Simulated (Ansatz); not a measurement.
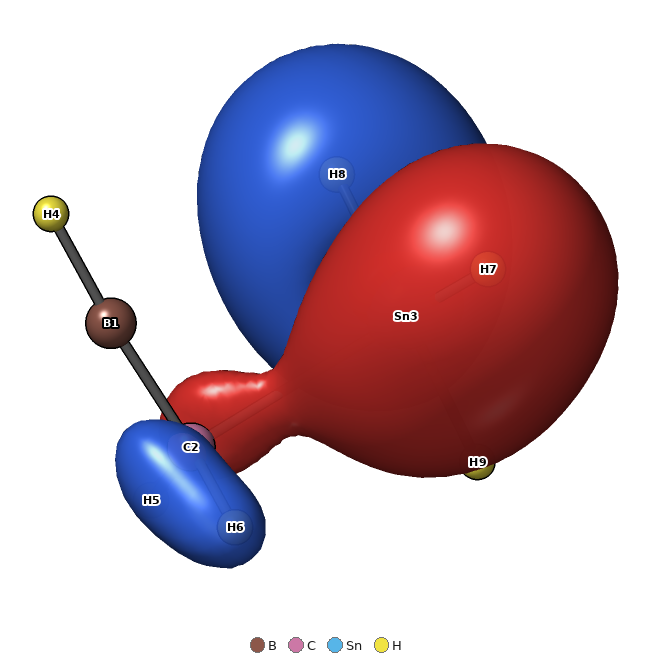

CH6BSn (charge +1). The HOMO at ±0.08 Å⁻³ᐟ² (red and blue are the two phases), seen at a tilt.

Core potentials replace the inner electrons of Sn.

Computed with Ansatz, RKS PBE-D4/def2-SVP.

Input file:

```
crystal:
  periodic: [false, false, false]
  atoms:
    - { symbol: B, position_ang: [-0.69044, 1.01833, -1.22132] }
    - { symbol: C, position_ang: [0.33994, 0.69755, -0.29053] }
    - { symbol: Sn, position_ang: [0.35308, -1.11348, 1.05545] }
    - { symbol: H, position_ang: [-0.75224, 0.61578, -2.31632] }
    - { symbol: H, position_ang: [-1.64655, 1.62156, -0.9219] }
    - { symbol: H, position_ang: [1.24502, 1.25655, -0.08536] }
    - { symbol: H, position_ang: [1.74727, -1.83356, 0.5163] }
    - { symbol: H, position_ang: [-1.0643, -1.90448, 0.73369] }
    - { symbol: H, position_ang: [0.46822, -0.35826, 2.52998] }
total_charge: 1
basis:
  gaussian: { orbitals: def2-SVP }
hamiltonian:
  xc: pbe
  dispersion: d4
relax:
  f_tol: 0.015
  max_steps: 40
output:
  orbitals: {}
```

Command:

```sh
ansatz run input.yaml --threads 1 --pin off --max-ram 2048MiB --backend cpu --events-out ev --progress --plain --runs-dir out
```

The fields are those of the relaxed geometry.

Q: Describe this orbital and give its energy.

A: Its weight (Hirshfeld) is mainly on Sn3 (about 45 %), H8 (about 30 %) and H7 (about 20 %). Its energy is −13.00 eV.
